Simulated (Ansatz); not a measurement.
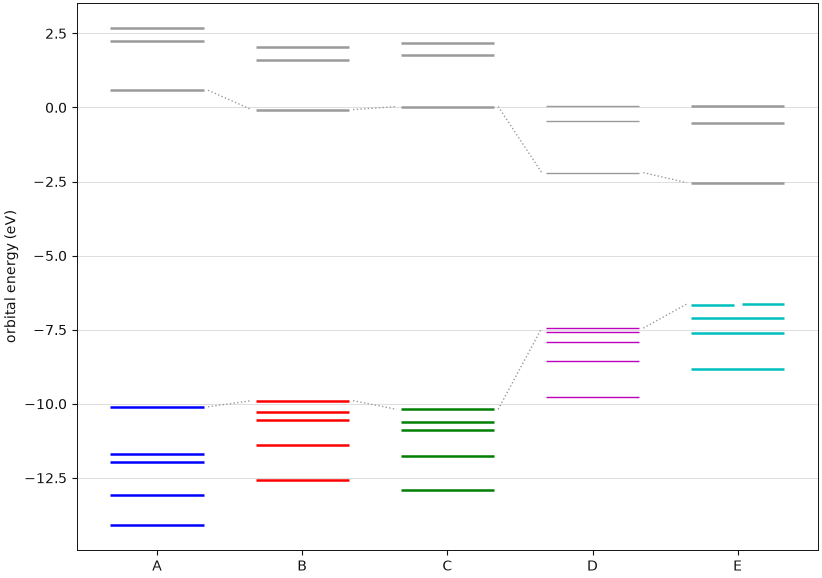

Frontier orbital energies of CH₄O₂Sn, SMILES C[O][Sn][OH], singlet at one geometry, def2-TZVPP, the Ansatz code, at a PBE0-D4/def2-TZVP geometry (a minimum by its frequencies). Empty levels are grey, levels within 0.1 eV stand side by side; all columns show the same few orbitals around the gap. Dotted lines join the HOMOs and the LUMOs.

The columns come from B3LYP, HF, LC-wPBE, r2SCAN and ωB97X-V. Which is which?

A: HF (HOMO −10.10, LUMO 0.58, separation 10.68 eV)
B: ωB97X-V (HOMO −9.89, LUMO −0.07, separation 9.82 eV)
C: LC-wPBE (HOMO −10.19, LUMO 0.03, separation 10.22 eV)
D: B3LYP (HOMO −7.45, LUMO −2.20, separation 5.25 eV)
E: r2SCAN (HOMO −6.63, LUMO −2.54, separation 4.10 eV)

Limits of at least one run: core potentials past krypton; empty levels above zero depend strongly on the basis; one conformer of a flexible molecule; spin-orbit coupling is left out, and with Sn it can shift these levels and split any degenerate set.
